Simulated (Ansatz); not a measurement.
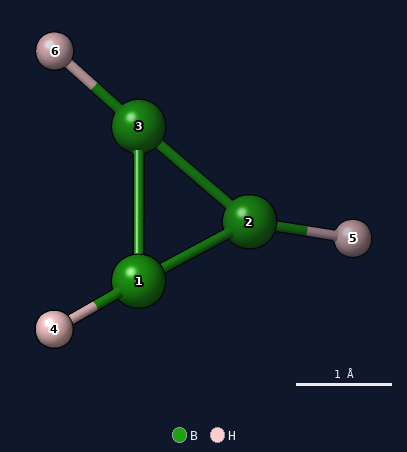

Figure 1. The input geometry (ball-and-stick view, seen at a tilt; atoms are numbered from 1 in the order of the input).

# Run report: B$_{3}$H$_{3}$ (charge −1), molecular dynamics

- system: B$_{3}$H$_{3}$, charge −1, multiplicity 2
- method: UKS BLYP-d3bj/6-31G* (Ansatz 0.2.0)

The geometry comes from this level: r2SCAN-D4/def2-TZVPD. Figures and captions count atoms from 1; the log counts them from 0 in places.

### Log
```
Functional definition: BLYP
  name "BLYP"
  cite "Becke, Phys. Rev. A 38, 3098 (1988) doi:10.1103/PhysRevA.38.3098"
  cite "Lee, Yang & Parr, Phys. Rev. B 37, 785 (1988) doi:10.1103/PhysRevB.37.785"
  parameter beta = 0.0042
  parameter a = 0.04918
  parameter b = 0.132
  parameter c = 0.2533
  parameter d = 0.349
  exchange = b88_x(beta = beta)
  correlation = lyp_c(a = a, b = b, c = c, d = d)
these checks for a lower state are left out or cut short: starts
555 factors; their error is unknown
mean field evaluation 1: about -2072.0909 eV, gradient 1.5e1 eV
mean field evaluation 2: about -2070.4974 eV, gradient 2.1e1 eV
mean field evaluation 4: about -2073.7294 eV, gradient 1.6e0 eV
mean field evaluation 8: about -2073.7481 eV, gradient 1.3e-1 eV
mean field evaluation 16: about -2073.7006 eV, gradient 4.3e-5 eV
mean field -2073.70064695 eV, -76.2070931707 hartree, gradient 1.0e-5 eV, S^2 0.754301; 0 other end points of the search recorded, 0 dependent functions left out
the calculation of the forces begins
reference -2073.70092976 eV, -76.2071035636 hartree; 10, 9 occupied and 41, 42 virtual orbitals, 555 factors
md step     0: t =     0.00 fs  T =  1000.0 K  F+E_penalty+E_count = -2073.86919339 eV  E_kin = 0.517040 eV  conserved = -2073.35215339 eV  (28 SCF iters)
these checks for a lower state are left out or cut short: starts, cluster_reference, orbital_swaps, neighbouring_geometries, increment
555 factors; their error is unknown
mean field -2073.69484196 eV, -76.2068798410 hartree, gradient 1.5e-5 eV, S^2 0.754209; 0 other end points of the search recorded, 0 dependent functions left out
[... from here on the field's lines of each further geometry are left out, up to the last ...]
md step     1: t =     1.00 fs  T =   989.2 K  F+E_penalty+E_count = -2073.86283710 eV  E_kin = 0.511482 eV  conserved = -2073.35135548 eV  (33 SCF iters, 3 dispersion substeps)
md step     2: t =     2.00 fs  T =   939.7 K  F+E_penalty+E_count = -2073.83617018 eV  E_kin = 0.485874 eV  conserved = -2073.35029570 eV  (33 SCF iters, 3 dispersion substeps)
md step     3: t =     3.00 fs  T =   879.0 K  F+E_penalty+E_count = -2073.80449319 eV  E_kin = 0.454482 eV  conserved = -2073.35001122 eV  (33 SCF iters, 3 dispersion substeps)
md step     4: t =     4.00 fs  T =   816.4 K  F+E_penalty+E_count = -2073.77259745 eV  E_kin = 0.422134 eV  conserved = -2073.35046311 eV  (33 SCF iters, 3 dispersion substeps)
md step     5: t =     5.00 fs  T =   742.7 K  F+E_penalty+E_count = -2073.73480271 eV  E_kin = 0.384011 eV  conserved = -2073.35079122 eV  (33 SCF iters, 3 dispersion substeps)
md step     6: t =     6.00 fs  T =   650.1 K  F+E_penalty+E_count = -2073.68669667 eV  E_kin = 0.336138 eV  conserved = -2073.35055840 eV  (33 SCF iters, 3 dispersion substeps)
md step     7: t =     7.00 fs  T =   545.1 K  F+E_penalty+E_count = -2073.63182035 eV  E_kin = 0.281828 eV  conserved = -2073.34999227 eV  (32 SCF iters, 3 dispersion substeps)
md step     8: t =     8.00 fs  T =   443.8 K  F+E_penalty+E_count = -2073.57888214 eV  E_kin = 0.229450 eV  conserved = -2073.34943177 eV  (32 SCF iters, 3 dispersion substeps)
md step     9: t =     9.00 fs  T =   362.9 K  F+E_penalty+E_count = -2073.53666806 eV  E_kin = 0.187618 eV  conserved = -2073.34905031 eV  (32 SCF iters, 3 dispersion substeps)
md step    10: t =    10.00 fs  T =   313.4 K  F+E_penalty+E_count = -2073.51102483 eV  E_kin = 0.162036 eV  conserved = -2073.34898861 eV  (33 SCF iters, 3 dispersion substeps)
md step    11: t =    11.00 fs  T =   296.2 K  F+E_penalty+E_count = -2073.50255443 eV  E_kin = 0.153140 eV  conserved = -2073.34941439 eV  (32 SCF iters, 3 dispersion substeps)
md step    12: t =    12.00 fs  T =   298.3 K  F+E_penalty+E_count = -2073.50444903 eV  E_kin = 0.154227 eV  conserved = -2073.35022159 eV  (32 SCF iters, 3 dispersion substeps)
md step    13: t =    13.00 fs  T =   297.5 K  F+E_penalty+E_count = -2073.50462489 eV  E_kin = 0.153812 eV  conserved = -2073.35081254 eV  (34 SCF iters, 3 dispersion substeps)
md step    14: t =    14.00 fs  T =   278.8 K  F+E_penalty+E_count = -2073.49470947 eV  E_kin = 0.144134 eV  conserved = -2073.35057504 eV  (34 SCF iters, 3 dispersion substeps)
the calculation of the forces begins
reference -2073.31150317 eV, -76.1927924006 hartree; 10, 9 occupied and 41, 42 virtual orbitals, 555 factors
these checks for a lower state are left out or cut short: starts
555 factors; their error is unknown
mean field -2073.31121466 eV, -76.1927817978 hartree, gradient 1.6e-5 eV, S^2 0.753806; 0 other end points of the search recorded, 0 dependent functions left out
the calculation of the forces begins
reference -2073.31150317 eV, -76.1927924006 hartree; 10, 9 occupied and 41, 42 virtual orbitals, 555 factors
md step    15: t =    15.00 fs  T =   249.3 K  F+E_penalty+E_count = -2073.47860935 eV  E_kin = 0.128889 eV  conserved = -2073.34971997 eV  (14 SCF iters, 3 dispersion substeps)
```

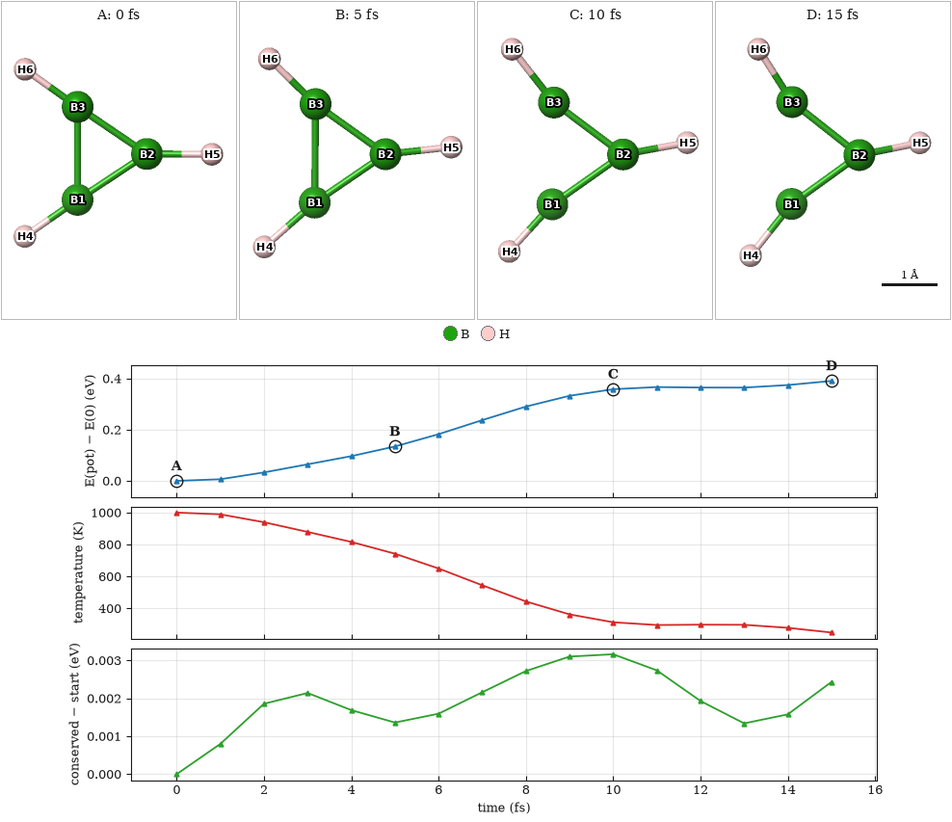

Figure 2. Frames of the molecular dynamics (ball-and-stick, seen on its broad side) above the curves, on which the letters mark them. The trajectory kept here has 16 frames over 15 fs. The temperature starts at 1000 K, ranges from 249 to 1000 K and averages 318 K over the second half. The potential energy ends 0.391 eV above its first value. The conserved quantity stays within 0.0032 eV. After an unweighted best fit of the last frame on the first, the root-mean-square displacement is 0.29 Å.

```
Total energy: -2073.47889787 eV, -76.1989440422 hartree
Atom 0 at    -0.484349    -0.759431     0.438043 Å, force     0.591006     0.715221    -0.436052 eV/Å
Atom 1 at     0.258514    -0.299997    -0.864419 Å, force    -0.725961     0.320206     0.496039 eV/Å
Atom 2 at     0.315206     0.939385     0.124438 Å, force    -0.279494    -1.936706    -0.090144 eV/Å
Atom 3 at    -1.026511    -1.427694     1.312578 Å, force     0.213453     0.484443    -0.007446 eV/Å
Atom 4 at     0.211977    -0.289661    -2.056521 Å, force     0.238921    -0.335585    -0.607170 eV/Å
Atom 5 at     0.665079     1.965915     0.571783 Å, force    -0.037925     0.752421     0.644773 eV/Å
Dipole moment:    -0.013902     0.087913     0.131036 e Å
Checks for a lower state left out: starts
```

### Trajectory as extended XYZ (Å, eV, eV/Å), 16 frames, from step=0 to step=15
```
6
Properties=species:S:1:pos:R:3:forces:R:3 step=0 time_fs=0.0 energy=-2073.86919 temperature=1000.0
B    -0.4313   -0.6912    0.4271    0.0046   0.0265   0.0093
B     0.2135   -0.2717   -0.9211    0.0071  -0.0082  -0.0492
B     0.3011    0.8561    0.1432   -0.0126  -0.0207   0.0152
H    -0.9358   -1.0386    1.4561   -0.1146  -0.1451   0.1664
H     0.4700   -0.5972   -2.0495    0.0591  -0.0733  -0.2407
H     0.3825    1.7426    0.9441    0.0565   0.2207   0.0989
6
Properties=species:S:1:pos:R:3:forces:R:3 step=1 time_fs=1.0 energy=-2073.86284 temperature=989.2
B    -0.4380   -0.7003    0.4320    0.0599   0.1875  -0.0009
B     0.2202   -0.2754   -0.9216   -0.1708   0.1306   0.4141
B     0.3024    0.8680    0.1426   -0.1179  -0.7257  -0.3630
H    -0.9579   -1.0773    1.4636    0.0722  -0.0019  -0.1453
H     0.4469   -0.5630   -2.0625    0.0893  -0.1306  -0.3103
H     0.4119    1.7568    0.9097    0.0674   0.5401   0.4054
6
Properties=species:S:1:pos:R:3:forces:R:3 step=2 time_fs=2.0 energy=-2073.83617 temperature=939.7
B    -0.4446   -0.7093    0.4369    0.1100   0.3197  -0.0316
B     0.2268   -0.2790   -0.9218   -0.3162   0.2205   0.7160
B     0.3037    0.8793    0.1417   -0.2047  -1.2514  -0.5899
H    -0.9793   -1.1161    1.4698    0.2410   0.1372  -0.4085
H     0.4246   -0.5301   -2.0784    0.0925  -0.1560  -0.2640
H     0.4419    1.7762    0.8791    0.0775   0.7300   0.5780
6
Properties=species:S:1:pos:R:3:forces:R:3 step=3 time_fs=3.0 energy=-2073.80449 temperature=879.0
B    -0.4511   -0.7180    0.4417    0.1745   0.4393  -0.1148
B     0.2332   -0.2823   -0.9213   -0.4344   0.2677   0.8463
B     0.3048    0.8895    0.1402   -0.2450  -1.4932  -0.5995
H    -0.9984   -1.1536    1.4720    0.3684   0.2527  -0.5841
H     0.4032   -0.4986   -2.0969    0.0784  -0.1611  -0.1051
H     0.4726    1.8026    0.8541    0.0581   0.6945   0.5573
6
Properties=species:S:1:pos:R:3:forces:R:3 step=4 time_fs=4.0 energy=-2073.77260 temperature=816.4
B    -0.4574   -0.7263    0.4464    0.2638   0.5581  -0.2610
B     0.2391   -0.2855   -0.9201   -0.5356   0.2890   0.8434
B     0.3057    0.8983    0.1383   -0.2227  -1.4513  -0.4187
H    -1.0140   -1.1887    1.4687    0.4431   0.3326  -0.6585
H     0.3825   -0.4687   -2.1164    0.0605  -0.1619   0.1251
H     0.5039    1.8356    0.8344   -0.0091   0.4336   0.3698
6
Properties=species:S:1:pos:R:3:forces:R:3 step=5 time_fs=5.0 energy=-2073.73480 temperature=742.7
B    -0.4635   -0.7341    0.4510    0.3827   0.6845  -0.4696
B     0.2445   -0.2884   -0.9181   -0.6286   0.3009   0.7686
B     0.3063    0.9058    0.1359   -0.1472  -1.2275  -0.1437
H    -1.0253   -1.2205    1.4590    0.4611   0.3699  -0.6315
H     0.3624   -0.4404   -2.1347    0.0496  -0.1701   0.3685
H     0.5351    1.8728    0.8183   -0.1177   0.0423   0.1076
6
Properties=species:S:1:pos:R:3:forces:R:3 step=6 time_fs=6.0 energy=-2073.68670 temperature=650.1
B    -0.4693   -0.7413    0.4550    0.5328   0.8254  -0.7346
B     0.2494   -0.2910   -0.9155   -0.7173   0.3139   0.6790
B     0.3069    0.9123    0.1334   -0.0454  -0.9512   0.1268
H    -1.0322   -1.2489    1.4433    0.4225   0.3602  -0.5094
H     0.3428   -0.4137   -2.1495    0.0505  -0.1902   0.5739
H     0.5651    1.9104    0.8032   -0.2430  -0.3582  -0.1356
6
Properties=species:S:1:pos:R:3:forces:R:3 step=7 time_fs=7.0 energy=-2073.63182 temperature=545.1
B    -0.4746   -0.7477    0.4585    0.7110   0.9839  -1.0428
B     0.2537   -0.2933   -0.9122   -0.8010   0.3319   0.6128
B     0.3074    0.9179    0.1310    0.0551  -0.7165   0.3337
H    -1.0351   -1.2738    1.4228    0.3314   0.3029  -0.3051
H     0.3237   -0.3888   -2.1588    0.0631  -0.2204   0.7074
H     0.5929    1.9446    0.7868   -0.3596  -0.6818  -0.3060
6
Properties=species:S:1:pos:R:3:forces:R:3 step=8 time_fs=8.0 energy=-2073.57888 temperature=443.8
B    -0.4792   -0.7533    0.4610    0.9055   1.1551  -1.3672
B     0.2572   -0.2953   -0.9084   -0.8761   0.3541   0.5893
B     0.3079    0.9228    0.1289    0.1356  -0.5683   0.4587
H    -1.0348   -1.2957    1.3993    0.2007   0.2050  -0.0442
H     0.3052   -0.3660   -2.1613    0.0845  -0.2562   0.7518
H     0.6172    1.9723    0.7675   -0.4501  -0.8897  -0.3883
6
Properties=species:S:1:pos:R:3:forces:R:3 step=9 time_fs=9.0 energy=-2073.53667 temperature=362.9
B    -0.4831   -0.7579    0.4623    1.0908   1.3202  -1.6599
B     0.2600   -0.2971   -0.9041   -0.9376   0.3774   0.6133
B     0.3086    0.9273    0.1272    0.1859  -0.5205   0.5055
H    -1.0326   -1.3158    1.3754    0.0558   0.0880   0.2278
H     0.2875   -0.3456   -2.1566    0.1109  -0.2923   0.7011
H     0.6371    1.9914    0.7444   -0.5059  -0.9727  -0.3878
6
Properties=species:S:1:pos:R:3:forces:R:3 step=10 time_fs=10.0 energy=-2073.51102 temperature=313.4
B    -0.4860   -0.7612    0.4621    1.2286   1.4440  -1.8552
B     0.2619   -0.2984   -0.8992   -0.9795   0.3974   0.6795
B     0.3095    0.9313    0.1260    0.1992  -0.5763   0.4841
H    -1.0299   -1.3349    1.3536   -0.0654  -0.0108   0.4488
H     0.2708   -0.3281   -2.1452    0.1388  -0.3237   0.5573
H     0.6523    2.0012    0.7177   -0.5216  -0.9306  -0.3144
6
Properties=species:S:1:pos:R:3:forces:R:3 step=11 time_fs=11.0 energy=-2073.50255 temperature=296.2
B    -0.4877   -0.7633    0.4602    1.2795   1.4843  -1.8897
B     0.2629   -0.2995   -0.8937   -0.9959   0.4096   0.7712
B     0.3105    0.9348    0.1252    0.1696  -0.7383   0.4036
H    -1.0277   -1.3542    1.3362   -0.1255  -0.0485   0.5596
H     0.2555   -0.3137   -2.1284    0.1649  -0.3464   0.3317
H     0.6624    2.0021    0.6879   -0.4927  -0.7607  -0.1763
6
Properties=species:S:1:pos:R:3:forces:R:3 step=12 time_fs=12.0 energy=-2073.50445 temperature=298.3
B    -0.4884   -0.7641    0.4567    1.2223   1.4138  -1.7324
B     0.2631   -0.3001   -0.8875   -0.9813   0.4096   0.8560
B     0.3116    0.9376    0.1248    0.0934  -1.0044   0.2748
H    -1.0268   -1.3740    1.3241   -0.1060   0.0015   0.5339
H     0.2418   -0.3025   -2.1085    0.1873  -0.3581   0.0503
H     0.6679    1.9957    0.6564   -0.4157  -0.4622   0.0174
6
Properties=species:S:1:pos:R:3:forces:R:3 step=13 time_fs=13.0 energy=-2073.50463 temperature=297.5
B    -0.4879   -0.7635    0.4516    1.0664   1.2375  -1.4008
B     0.2624   -0.3004   -0.8806   -0.9318   0.3949   0.8818
B     0.3129    0.9395    0.1246   -0.0251  -1.3501   0.1193
H    -1.0269   -1.3937    1.3171   -0.0194   0.1325   0.3930
H     0.2298   -0.2948   -2.0881    0.2058  -0.3587  -0.2408
H     0.6693    1.9849    0.6251   -0.2958  -0.0561   0.2475
6
Properties=species:S:1:pos:R:3:forces:R:3 step=14 time_fs=14.0 energy=-2073.49471 temperature=278.8
B    -0.4865   -0.7619    0.4452    0.8436   0.9900  -0.9483
B     0.2608   -0.3004   -0.8728   -0.8463   0.3648   0.7820
B     0.3141    0.9402    0.1245   -0.1636  -1.7031  -0.0217
H    -1.0272   -1.4122    1.3139    0.0998   0.3085   0.1926
H     0.2198   -0.2906   -2.0700    0.2220  -0.3501  -0.4798
H     0.6679    1.9735    0.5962   -0.1556   0.3898   0.4753
6
Properties=species:S:1:pos:R:3:forces:R:3 step=15 time_fs=15.0 energy=-2073.47861 temperature=249.3
B    -0.4843   -0.7594    0.4380    0.5910   0.7152  -0.4361
B     0.2585   -0.3000   -0.8644   -0.7260   0.3202   0.4960
B     0.3152    0.9394    0.1244   -0.2795  -1.9367  -0.0901
H    -1.0265   -1.4277    1.3126    0.2135   0.4844  -0.0074
H     0.2120   -0.2897   -2.0565    0.2389  -0.3356  -0.6072
H     0.6651    1.9659    0.5718   -0.0379   0.7524   0.6448
```

The run was set up as follows.

### The input
```yaml
crystal:
  periodic: [false, false, false]
  atoms:
    - {symbol: B, position_ang: [-0.431346, -0.691183, 0.427126]}
    - {symbol: B, position_ang: [0.213485, -0.271704, -0.921060]}
    - {symbol: B, position_ang: [0.301053, 0.856061, 0.143243]}
    - {symbol: H, position_ang: [-0.935781, -1.038556, 1.456057]}
    - {symbol: H, position_ang: [0.470049, -0.597185, -2.049473]}
    - {symbol: H, position_ang: [0.382541, 1.742567, 0.944097]}
basis:
  gaussian: {orbitals: "6-31G*"}
total_charge: -1
magnetization: {spin_polarized: true, initial_magnetization: 1}
hamiltonian: {xc: {name: BLYP}, dispersion: d3bj}
md: {timestep: 1 fs, n_steps: 15, ensemble: nve, temperature: 1000, initial_velocities: maxwell_boltzmann, seed: 145}
scf: {omitted_lower_state_checks: [starts]}
```

Run as:
```bash
ansatz run in.yaml --threads 4 --pin off --events-out ev --progress --plain --max-ram 3916MiB
```

### Results in brief

```csv
quantity,value
outcome,finished
mean temperature over the second half,318 K
trajectory,"15 steps, 15 fs"
ensemble,nve
temperature in the input,1000 K
time step,1 fs
potential energy (last step),−2073.4789 eV
mean-field energy (last step),−2073.3115 eV
dispersion energy (last step),−0.1674 eV
⟨S²⟩ (last step),0.754
SCF solution under orbital rotations (last step),stable
largest force (length of the vector) (last step),1.959 eV/Å
hardware,"4 threads of Arm Neoverse V1, 23 GiB of memory available, shared host"
wall time,7 s (CPU time 25 s)
peak memory,0.31 GiB
```

### Notes

So short a trajectory is not equilibrated.
